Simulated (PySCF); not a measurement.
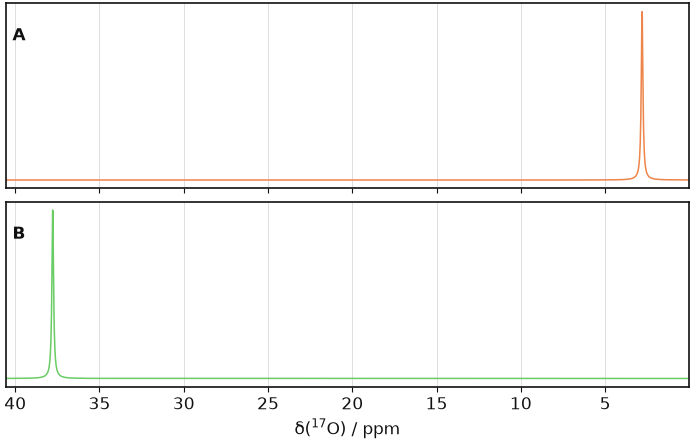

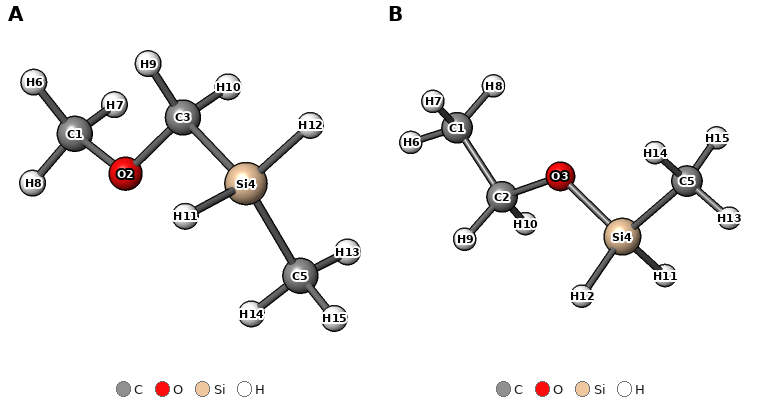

Related molecules: A is C₃H₁₀OSi, SMILES COC[SiH2]C; B is C₃H₁₀OSi, SMILES CCO[SiH2]C. GIAO ¹⁷O shifts against H₂O (¹⁷O: a single water molecule, while the usual scale starts at liquid water and gives values some tens of ppm lower), PBE0/pcSseg-1, PySCF, at a PBE0-D3(BJ)/def2-SVP geometry (no frequency check); fully decoupled, line heights follow the number of nuclei within a panel, widths are arbitrary (no quadrupolar broadening); values of one conformer, averaged over nuclei that symmetry or rotation about single bonds exchange, these motions taken as fast; other conformers aren't averaged in.

How does the ¹⁷O shift respond?

From A (2.8 ppm) to B (37.8 ppm) the nucleus is deshielded by 35.0 ppm.
